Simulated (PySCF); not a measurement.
**SCS-MP2/cc-pVTZ run of HF (hydrogen fluoride)**

Aim: the vertical singlet–triplet gap of HF (hydrogen fluoride) at SCS-MP2/cc-pVTZ, from 2 runs. The job is set up through a Python script.

Program for the calculation: PySCF 2.14.0.

4 further runs of the same task are left out: 4 set aside as unsound or not needed.

## (1) The molecule

HF has 2 atoms, charge 0, and is taken as a singlet. SMILES: `F`. The coordinates come from a PBE0-D4/def2-TZVP relaxation.

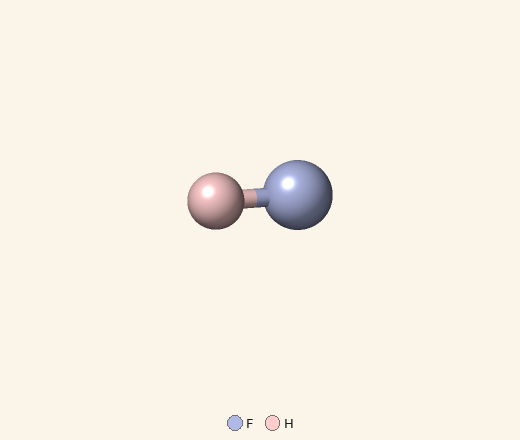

The structure, seen from a chosen angle (fluorine light blue, hydrogen pink).

## (2) The energy at SCS-MP2/cc-pVTZ

calc.py

```python
from pyscf import gto, scf, mp

mol = gto.M(
    atom='F -0.390000 0.144600 -0.196400; H 0.390000 -0.144600 0.196400',
    max_memory=1860,
    basis='cc-pvtz',
    verbose=3,
)

mf = scf.RHF(mol)
mf.conv_tol = 1e-10
mf.kernel()
if not mf.converged:
    mf = mf.newton().run(mf.mo_coeff, mf.mo_occ)

pt = mp.MP2(mf, frozen=1).run()
e_tot = mf.e_tot + 1.2 * pt.e_corr_os + pt.e_corr_ss / 3
print(f'total energy: {e_tot:.8f} hartree')
```

Command:

```
$ OMP_NUM_THREADS=1 python calc.py
```

Standard output:

```text
converged SCF energy = -100.057864645036
E(RMP2) = -100.329781879973  E_corr = -0.271917234937637
E(SCS-RMP2) = -100.324009952548  E_corr = -0.266145307512257
total energy: -100.32400995 hartree
```

Wall time 0.98 s (1 thread of Arm Neoverse V1, shared host); peak memory 0.12 GiB.

## (3) The triplet

job.py

```python
from pyscf import gto, mp

mol = gto.M(
    atom=[
    ('F', (-0.390000, 0.144600, -0.196400)),
    ('H', (0.390000, -0.144600, 0.196400)),
],
    max_memory=1860,
    basis='cc-pvtz',
    spin=2,
    verbose=4,
)

mf = mol.UHF()
mf.conv_tol = 1e-10
mf.kernel()
if not mf.converged:
    mf = mf.newton().run(mf.mo_coeff, mf.mo_occ)

pt = mp.MP2(mf, frozen=1).run()
e_tot = mf.e_tot + 1.2 * pt.e_corr_os + pt.e_corr_ss / 3
print(f'total energy: {e_tot:.8f} hartree')
```

Command:

```
$ OMP_NUM_THREADS=1 python job.py
```

Standard output:

```text
PySCF version 2.14.0

[INPUT] num. atoms = 2
[INPUT] num. electrons = 10
[INPUT] charge = 0
[INPUT] spin (= nelec alpha-beta = 2S) = 2
[INPUT] symmetry False subgroup None
[INPUT] Mole.unit = angstrom
[INPUT] Symbol           X                Y                Z      unit          X                Y                Z       unit  Magmom
[INPUT]  1 F     -0.390000000000   0.144600000000  -0.196400000000 AA   -0.736993188580   0.273254397612  -0.371142210865 Bohr   0.0
[INPUT]  2 H      0.390000000000  -0.144600000000   0.196400000000 AA    0.736993188580  -0.273254397612   0.371142210865 Bohr   0.0

nuclear repulsion = 5.17695231349631
number of shells = 15
number of NR pGTOs = 58
number of NR cGTOs = 44
basis = cc-pvtz
ecp = {}

******** <class 'pyscf.scf.uhf.UHF'> ********
method = UHF
initial guess = minao
damping factor = 0
level_shift factor = 0
DIIS = <class 'pyscf.scf.diis.CDIIS'>
diis_start_cycle = 1
diis_space = 8
diis_damp = 0
SCF conv_tol = 1e-10
SCF conv_tol_grad = None
SCF max_cycles = 50
direct_scf = True
direct_scf_tol = 1e-13
number electrons alpha = 6  beta = 4
Set gradient conv threshold to 1e-05
init E= -99.8585672027344
[... the frontier-level lines of each cycle are left out ...]



cycle= 1 E= -99.6843584491796  delta_E= 0.174  |g|= 0.357  |ddm|= 2.27
cycle= 2 E= -99.7268005638359  delta_E= -0.0424  |g|= 0.164  |ddm|= 0.594
cycle= 3 E= -99.7324282759646  delta_E= -0.00563  |g|= 0.0253  |ddm|= 0.0662
cycle= 4 E= -99.7328706657191  delta_E= -0.000442  |g|= 0.00705  |ddm|= 0.0684
cycle= 5 E= -99.7329309102273  delta_E= -6.02e-05  |g|= 0.00234  |ddm|= 0.0286
cycle= 6 E= -99.7329390914797  delta_E= -8.18e-06  |g|= 0.000572  |ddm|= 0.0126
cycle= 7 E= -99.7329395662347  delta_E= -4.75e-07  |g|= 0.0001  |ddm|= 0.00343
cycle= 8 E= -99.7329395803012  delta_E= -1.41e-08  |g|= 2.36e-05  |ddm|= 0.000568
cycle= 9 E= -99.7329395809889  delta_E= -6.88e-10  |g|= 6.68e-06  |ddm|= 8.89e-05
cycle= 10 E= -99.7329395810449  delta_E= -5.6e-11  |g|= 9.89e-07  |ddm|= 2.75e-05
Extra cycle  E= -99.7329395810455  delta_E= -5.12e-13  |g|= 4.41e-07  |ddm|= 1.97e-06
converged SCF energy = -99.7329395810455  <S^2> = 2.0041432  2S+1 = 3.0027608

******** <class 'pyscf.mp.ump2.UMP2'> ********
nocc = (np.int64(5), np.int64(3)), nmo = (43, 43)
frozen orbitals 1
E(UMP2) = -99.943809394911  E_corr = -0.210869813865558
E(SCS-UMP2) = -99.9404108869423  E_corr = -0.207471305896796
E_corr(same-spin) = -0.0525836200867776
E_corr(oppo-spin) = -0.158286193778781
total energy: -99.94041089 hartree
```

It took 0.97 s on 1 thread of Arm Neoverse V1, shared host; peak memory 0.12 GiB.

## (4) Results

At SCS-MP2/cc-pVTZ, 1 core orbital frozen:

| quantity | value |
| --- | --- |
| singlet: total energy | -100.32401 Eh |
| singlet: dipole moment (Hartree–Fock density) | 1.95 D |
| singlet: HOMO energy (Hartree–Fock orbitals) | -17.49 eV |
| singlet: LUMO energy (Hartree–Fock orbitals) | 3.88 eV |
| singlet: HOMO–LUMO gap (Hartree–Fock orbitals) | 21.37 eV |
| singlet: correlation energy (1 core orbital frozen) | -266.1 mEh |
| triplet: total energy | -99.94041 Eh |
| triplet: dipole moment (Hartree–Fock density) | 2.36 D |
| triplet: HOMO energy (Hartree–Fock orbitals) (highest over α and β) | -5.68 eV |
| triplet: LUMO energy (Hartree–Fock orbitals) (lowest over α and β) | -2.14 eV |
| triplet: correlation energy (1 core orbital frozen) | -207.5 mEh |
| triplet: ⟨S²⟩ of the reference determinant | 2.004 |
| vertical energy of the triplet above the singlet | 10.438 eV |

What this shows: At this shape the triplet lies 10.44 eV (241 kcal/mol) above the singlet.
